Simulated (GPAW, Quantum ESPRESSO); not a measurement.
Consider P (R-3m).

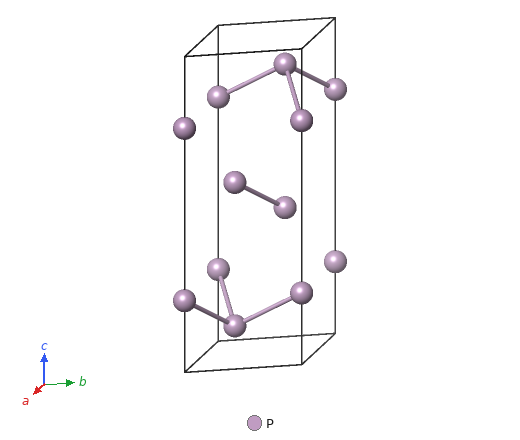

The structure (phosphorus pink). Bonds to atoms that aren't drawn are left out. Some periodic images of atoms are drawn too.

```
CELL_PARAMETERS angstrom
1.72573 0.99635 3.12968
-1.72573 0.99635 3.12968
0.00000 -1.99270 3.12968
ATOMIC_POSITIONS crystal
P 0.77292 0.77292 0.77292
P 0.22708 0.22708 0.22708
```

Absorber: atom 1, with 3 P at 2.29 Å (pyramidal, site symmetry 3m). Method: Quantum ESPRESSO XSpectra, LDA, excited-electron core hole (neutral cell), 16-atom cell with 6.9 Å between holes, 6×6×6 k points, dipole transitions, Lorentzian half width 0.3 eV up to 4 eV, rising linearly to 2.5 eV at 25 eV.

This is not the structure that P takes at ambient pressure and room temperature (space group No. 64); it is a model or a phase of other conditions.

Predict the near-edge structure at the P K edge.

Main maxima up to 24 eV above the zero (height): 0.5 eV (2.39), 5.6 eV (1.28), 13.1 eV (0.82) and 17.9 eV (0.84). A K edge sees empty p states on the absorber. The total-energy difference is 2148.20 eV. One term is added: -15.84 eV, since the hole is spin-paired here and a spin-polarised one costs that much less in the free atom (computed apart). The photon energy is then 2132.36 eV. The functional leaves an error in such absolute values: in the free atom LDA prices this hole 8.5 eV below PBE (computed apart), and PBE is itself good to a few eV.

The P K spectrum (energy from the energy zero of the input (xe0, at the border of filled and empty states); intensity scaled to a mean of 1 over the first 20 eV; the points at xe0, where the cut of filled states can leave a spike, are interpolated; polarised curves are means over the symmetry-equivalent atoms):

| E (eV) | isotropic | ε ⊥ c | ε ∥ c |
| --- | --- | --- | --- |
| -2.0 | 0.08 | 0.09 | 0.08 |
| -0.5 | 0.39 | 0.40 | 0.35 |
| 1.0 | 2.23 | 2.35 | 1.99 |
| 2.5 | 1.51 | 1.64 | 1.25 |
| 4.0 | 1.06 | 1.09 | 1.00 |
| 5.5 | 1.27 | 1.21 | 1.40 |
| 7.0 | 0.83 | 0.82 | 0.83 |
| 8.5 | 0.62 | 0.66 | 0.55 |
| 10.0 | 0.66 | 0.69 | 0.61 |
| 11.5 | 0.76 | 0.76 | 0.75 |
| 13.0 | 0.82 | 0.83 | 0.80 |
| 14.5 | 0.78 | 0.79 | 0.76 |
| 16.0 | 0.78 | 0.79 | 0.74 |
| 17.5 | 0.83 | 0.86 | 0.79 |
| 19.0 | 0.81 | 0.84 | 0.76 |
| 20.5 | 0.76 | 0.78 | 0.70 |
| 22.0 | 0.71 | 0.72 | 0.68 |
| 23.5 | 0.68 | 0.68 | 0.69 |
| 25.0 | 0.68 | 0.66 | 0.71 |
| 26.5 | 0.66 | 0.63 | 0.72 |
| 28.0 | 0.64 | 0.61 | 0.70 |
| 29.5 | 0.63 | 0.59 | 0.71 |
| 31.0 | 0.67 | 0.62 | 0.77 |

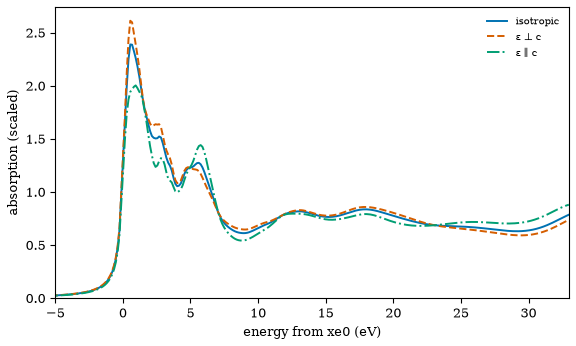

The P K edge.

The unit cell's mesh shows no gap over 0.35 eV. That is right for a metallic compound; for a small-gap or correlated insulator it would be the fault of the functional or of the assumed magnetic order, and the hole would be screened too well. Lifetime broadening is put in by hand, and intensities beyond about 20 eV depend on it and on the partial waves; weight that the partial waves miss at high energy is lost. The structure is a computed Materials Project entry and may be a hypothetical form.

[Banner, clock and machine lines of the logs are left out without a mark of their own.]

[Logs are printed without paths, hosts, clocks, repeated set-up lines and the standing remarks that a program may print on its own settings, such as how far it seeks lower states.]

[Hosts, paths, dates, database ids (printed as entryN), source tags and the programs' standing remarks are cut or masked in the printed files.]

[Lists of maxima count a maximum above −3 eV only where it reaches 4 % of the highest in the window and stands out from its surroundings by 2 % of it (1.5 % where it reaches 55 %); shoulders and weaker maxima are passed over, and of the rest the first, up to two pre-edge ones and the few strongest are named.]
